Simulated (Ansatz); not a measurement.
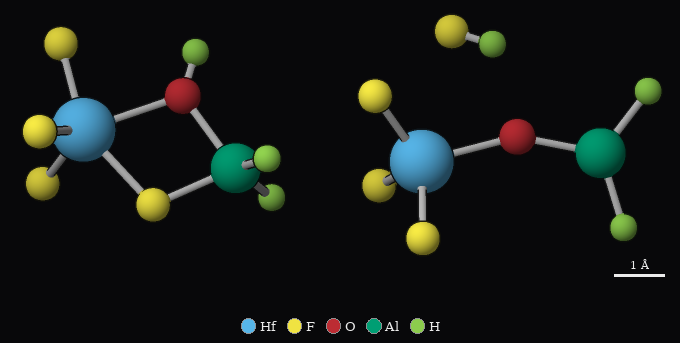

Two geometries of HfAlH3OF4, drawn at one scale. One is the start of a relaxation, the other its converged end. Style: ball-and-stick. Shown at a tilt.

Method: RKS PBE0/def2-SVP in Ansatz 0.2.0. Set-up: no spin polarisation; force threshold 0.03 eV/Å; at most 50 steps.

Question: Which of the two is the end point?

Answer: The left one is the relaxed one. The run prepares an end point of a later path (reaction) calculation, from a guessed geometry. The atom that moves furthest after the best rigid fit is an H atom (2.48 Å). Largest moves by element: H 2.48 Å, F 1.89 Å, O 0.88 Å, Hf 0.79 Å, Al 0.62 Å. Some distances before and after: Al–F 4.222 → 1.837 Å, F–H 0.926 → 2.743 Å, F–Hf 3.170 → 1.911 Å, H–O 2.205 → 0.963 Å. New bonds form, among them: Al–F (4.22 → 1.84 Å), F–Hf (3.17 → 1.91 Å), H–O (2.20 → 0.96 Å). Bonds break, among them: F–H (0.93 → 2.74 Å). Bond angles that change, for instance: Hf–O–Al 153.1° → 105.9°, F–Hf–O 105.7° → 67.6°, F–Hf–F 106.7° → 92.5°. The energy falls by 213.2 kJ/mol in 44 accepted moves (47 points after the start). The largest force component goes from 1.3 to 0.015 eV/Å. The line search rejected the trial steps at points 12, 25, 45 of the run. The forces were under the threshold at step 14, but the run went on from there.

Limits of the set-up: the start holds two separate molecules, 2.2 Å apart at their closest, whose relative position is a soft coordinate and is computed without a dispersion correction.
